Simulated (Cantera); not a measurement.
Input: 1 mol SiHCl3, 8.8 mol H2, held at 100000 Pa.

Cantera equilibrium calculation (NASA polynomials, part measured and part estimated; ideal gas, pure solids and liquids). Candidate condensed phases: Si; 19 gas species. The tables' values for SiCl3, SiCl are old estimates; treat these amounts as uncertain. Gases not in the tables: Si2H6 and higher silanes. The numbers say what is thermodynamically allowed, not how fast it happens.

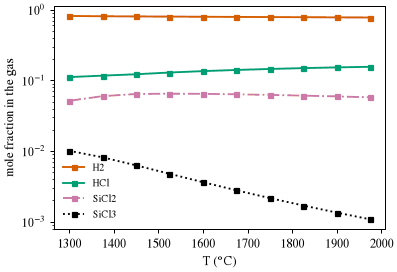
*Equilibrium gas composition (values under 1e-9 drawn at 1e-9)*

### Question
Read off the mole fractions at 1825 °C.

### Answer
H2 about 0.78, HCl about 0.15, SiCl2 about 0.061, SiCl3 about 0.0017.
